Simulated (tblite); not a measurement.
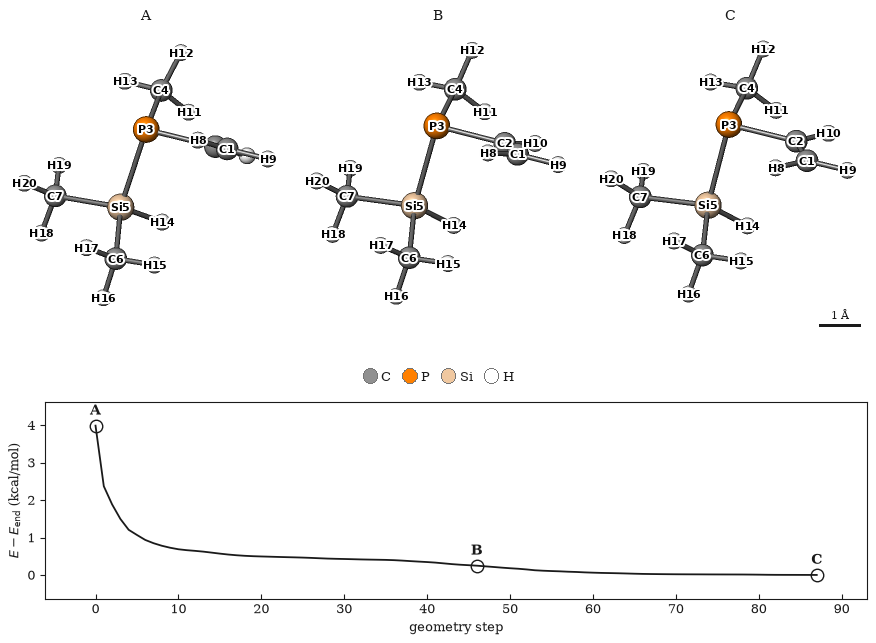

Frames of a relaxation of C$_{5}$H$_{13}$PSi, marked on the history of the run. Style: ball-and-stick. Shown from a free direction.

Computed with GFN2-xTB geometry optimisation, gas phase (tblite 0.8.0). 

**Describe the path.**

After 87 geometry steps the energy has fallen by 3.99 kcal/mol. H8 moves most after the best rigid fit: 0.72 Å. By element the largest moves are H 0.72 Å, C 0.32 Å, P 0.13 Å, Si 0.10 Å. Among the contacts that change: Si5–C6 1.845 → 1.901 Å, Si5–C7 1.859 → 1.905 Å, C2–P3 1.843 → 1.812 Å, P3–Si5 2.238 → 2.259 Å. Bond angles that change, for instance: P3–Si5–H14 107.5° → 114.9°, P3–C2–H10 122.1° → 116.2°, C1–C2–P3 119.1° → 123.2°. Groups turn about C2–P3 by about 25°. The run took 0.74 s on 1 thread of Arm Neoverse V1 (shared host). From step 0 to 46: H atoms move most (0.33 Å), energy −3.74 kcal/mol. From step 46 to 87: H8 moves most (0.40 Å), energy −0.25 kcal/mol.

```
step  E − E(0), kcal/mol
   0                0.00
   1               -1.62
   2               -2.10
   3               -2.49
   4               -2.78
   5               -2.92
   6               -3.05
   7               -3.14
   8               -3.21
   9               -3.26
  10               -3.30
  14               -3.39
  18               -3.48
  22               -3.51
  26               -3.53
  30               -3.56
  34               -3.58
  38               -3.62
  42               -3.68
  46               -3.74
  51               -3.82
  55               -3.88
  59               -3.92
  63               -3.94
  67               -3.96
  71               -3.97
  75               -3.97
  79               -3.98
  83               -3.99
  87               -3.99
```
